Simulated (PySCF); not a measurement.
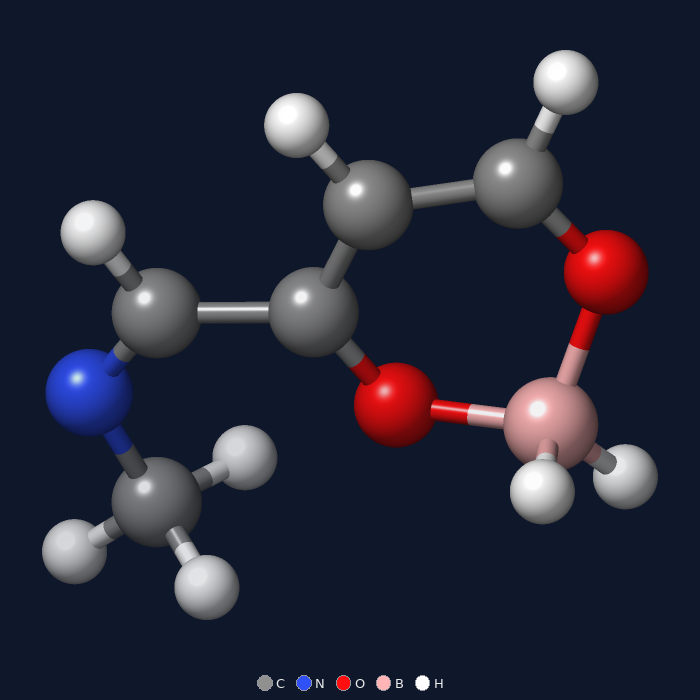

The computed structure is the end point of a PBE0-D3(BJ)/def2-SVP optimisation. No frequency run is at hand to confirm it as a minimum.

Describe the molecule.

It has 17 atoms: 5 carbon, 8 hydrogen, 1 boron, 1 nitrogen and 2 oxygen (C₅H₈BNO₂). SMILES: `C/N=C\C1=[O+][BH2-]OC=C1`. Independent rings (smallest set): 1 of 6 members. Among its groups: alkene, imine, B–H bond. This geometry has C1 symmetry. Coordination: 1 C tetrahedral; 1 N bent; 4 C trigonal planar; 2 O bent; 1 B tetrahedral.

More results for the same structure follow; atom numbers are the same in all pictures, views and colours differ.

### Geometry

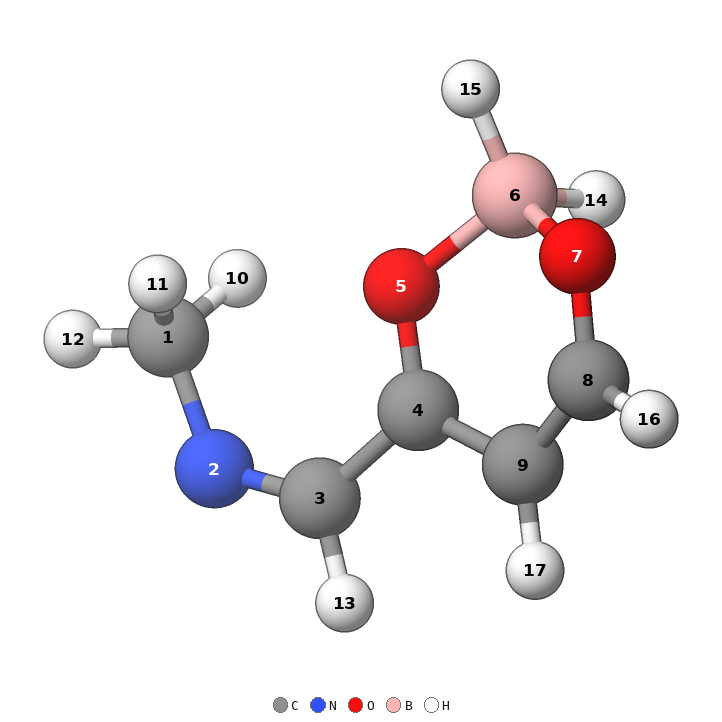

The atoms are numbered. No frequency run is at hand to confirm it as a minimum.

Give these bond angles: N2–C1–H12, N2–C3–C4, C3–C4–O5, C3–C4–C9, C4–C3–H13, C4–O5–B6, C4–C9–C8, C4–C9–H17, O5–B6–O7, O5–B6–H15, O7–B6–H14, O7–B6–H15.

```
    angle  degrees
N2–C1–H12    109.2
 N2–C3–C4    128.9
 C3–C4–O5    118.7
 C3–C4–C9    119.4
C4–C3–H13    113.7
 C4–O5–B6    118.7
 C4–C9–C8    116.3
C4–C9–H17    121.0
 O5–B6–O7    106.1
O5–B6–H15    108.8
O7–B6–H14    107.5
O7–B6–H15    109.2
```

### Polarisability

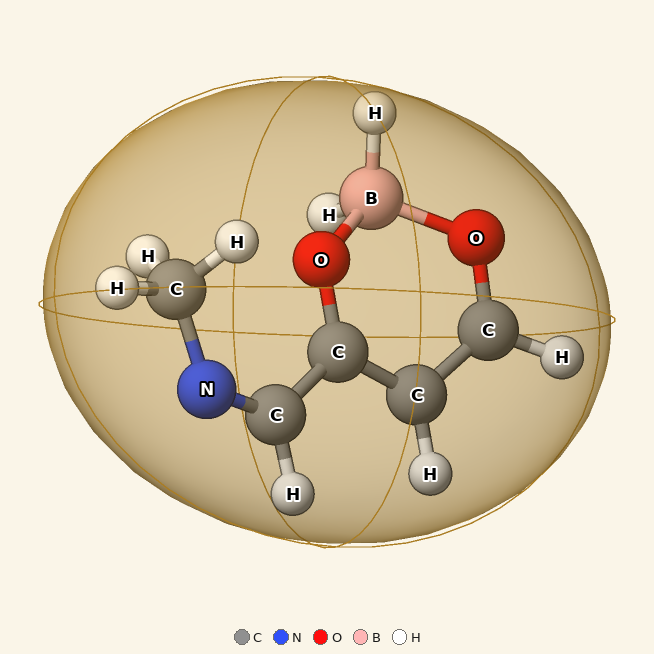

The ellipsoid shows the static dipole polarisability: its half-axes are proportional to the principal values. No frequency run is at hand to confirm it as a minimum. Computed with PBE0/def2-SVPD in acetone (IEF-PCM) (PySCF 2.14.0).

Question: Give the principal values, the mean and the anisotropy.

Answer: Principal values 82.6, 123.5, 175.9 bohr³; mean 127.3 bohr³ (18.87 Å³); anisotropy 81.0 bohr³, so the longest axis is 2.13 times the shortest.

### Core levels

No frequency run is at hand to confirm it as a minimum. Level of theory: delta-SCF UKS SCAN, pcX-2 on the ionised atom, pcseg-1 elsewhere, spin-free X2C (PySCF 2.14.0).

Give the core-electron binding energies (to vacuum) of C1 1s, N2 1s, C3 1s, C4 1s, O5 1s, B6 1s, O7 1s, C8 1s, C9 1s.

```json
{"atom": "C1", "level": "1s", "binding energy (eV)": "291.5"}
{"atom": "N2", "level": "1s", "binding energy (eV)": "404.9"}
{"atom": "C3", "level": "1s", "binding energy (eV)": "292.2"}
{"atom": "C4", "level": "1s", "binding energy (eV)": "293.5"}
{"atom": "O5", "level": "1s", "binding energy (eV)": "539.0"}
{"atom": "B6", "level": "1s", "binding energy (eV)": "196.0"}
{"atom": "O7", "level": "1s", "binding energy (eV)": "539.0"}
{"atom": "C8", "level": "1s", "binding energy (eV)": "293.3"}
{"atom": "C9", "level": "1s", "binding energy (eV)": "290.9"}
```

### Ring current

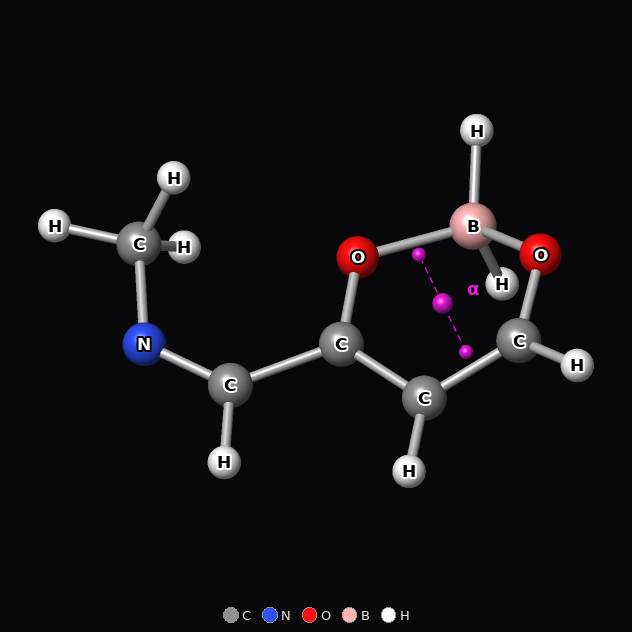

The small points mark where nucleus-independent chemical shifts (NICS) were computed: at the centre of each lettered ring and 1 Å above and below it. No frequency run is at hand to confirm it as a minimum. Method: GIAO PBE0/pcSseg-1 NMR shielding, non-relativistic, IEF-PCM chloroform (PySCF 2.14.0).

Give NICS(0), NICS(1) and the out-of-plane component NICS(1)zz for each ring (means of the two sides).

| ring | members | NICS(0) | NICS(1) | NICS(1)zz |
| --- | --- | --- | --- | --- |
| α | C3BO2 | 1.7 | −1.2 | 2.9 |

Values in ppm.

Question: What do the values say about the ring currents?

Answer: Ring α: weak, as in a non-aromatic ring. NICS is one index among several.
